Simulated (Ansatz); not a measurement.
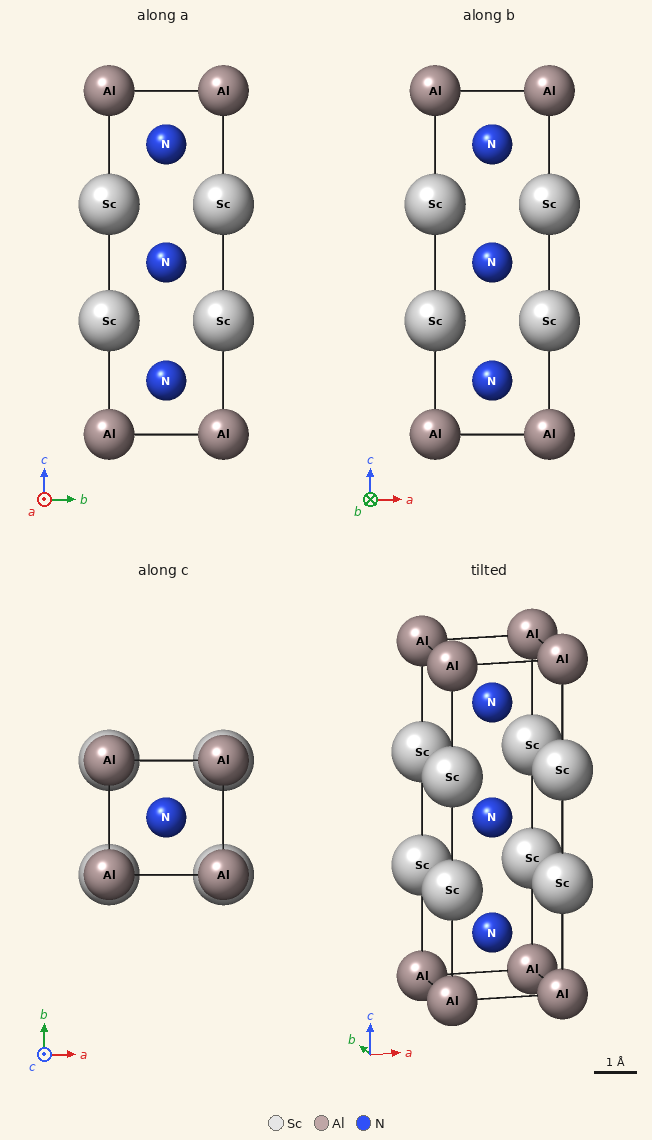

Crystal structure, spheres-only style, seen along the a axis, along the b axis, along the c axis and slightly off an axis. The frame is the conventional unit cell; atoms at its boundary are shown with their periodic copies.

Lattice parameters: a = 2.7259 Å, b = 2.7259 Å, c = 8.1986 Å, α = 90.000°, β = 90.000°, γ = 90.000°.

Reconstruct the structure as a CIF in P1 with every atom of the cell, with free fractional coordinates to two decimals.

```cif
data_structure
_symmetry_space_group_name_H-M 'P 1'
_symmetry_Int_Tables_number 1
_cell_length_a 2.7259
_cell_length_b 2.7259
_cell_length_c 8.1986
_cell_angle_alpha 90.000
_cell_angle_beta 90.000
_cell_angle_gamma 90.000
_cell_volume 60.92
loop_
_atom_site_label
_atom_site_type_symbol
_atom_site_fract_x
_atom_site_fract_y
_atom_site_fract_z
_atom_site_occupancy
Sc1 Sc 0.00 0.00 0.33 1
Sc2 Sc 0.00 0.00 0.67 1
Al1 Al 0.00 0.00 0.00 1
N1 N 0.50 0.50 0.16 1
N2 N 0.50 0.50 0.50 1
N3 N 0.50 0.50 0.84 1
```

The starting point was a structure type filled with these elements by a generator (whether the compound takes this form wasn't checked). This is the structure after a relaxation with DFT PBE, scalar-relativistic, plane waves, PAW in Ansatz.
